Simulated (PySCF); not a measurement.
C2H12N2OSi3

Input

```
{"job": {"kind": "nmr", "xc": "PBE0", "basis": "pcSseg-1"}, "charge": 0, "multiplicity": 1}
N      3.348427     1.277053    -0.103073
C      2.196410     0.750205     0.346126
O      1.929546     0.751694     1.540153
Si     0.990081     0.011373    -0.920698
N     -0.243838    -0.565925     0.094596
Si    -0.243750    -0.411087     1.861947
C     -1.409666    -1.150355    -0.553874
Si    -2.823748     0.093901    -0.840902
H      4.009677     1.682026     0.544518
H      3.568838     1.281247    -1.081281
H      1.679758    -1.041653    -1.687280
H      0.601711     1.078638    -1.860706
H     -1.513562    -1.103513     2.188782
H     -0.453755     0.970415     2.275358
H      0.790882    -1.251666     2.450445
H     -1.100169    -1.576671    -1.512824
H     -1.774119    -1.981638     0.053568
H     -3.880387    -0.603757    -1.582137
H     -3.344014     0.585610     0.432555
H     -2.333470     1.214782    -1.648310
```

Run with:

```sh
OMP_NUM_THREADS=1 python probes_run.py task.json out
```

Geometry: GFN2-xTB.

Computed with PBE0/pcSseg-1, SCF density, gas phase, non-relativistic (PySCF).

What can the converged electron density and electron localisation function tell about the bonding?

C–O (1.22 Å): ρ at the midpoint is about 3.2 e/Å³; the ELF peaks at about 0.85 between the atoms (a multiple bond).
C–N (1.34 Å): ρ is about 2.4 e/Å³ halfway; the ELF peaks at about 0.90 between the atoms; localised, covalent bonding.
Si–N (1.70 Å): ρ at the midpoint is about 1.1 e/Å³; the ELF peaks at about 0.90 between the atoms (a polar covalent bond).
C–Si (1.90 Å): ρ is about 0.95 e/Å³ halfway; the ELF peaks at about 1 between the atoms (a covalent bond).

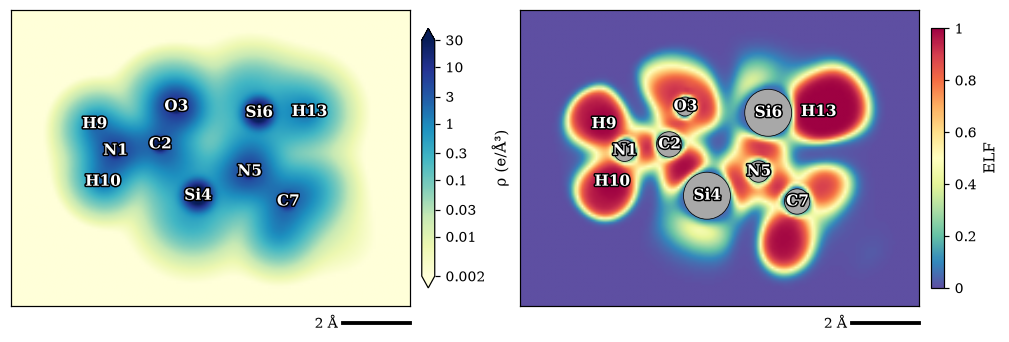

Computed electron density and electron localisation function on the plane of atoms C2, N1 and H9, in this order. Grey discs cover the atomic cores in the ELF map. 
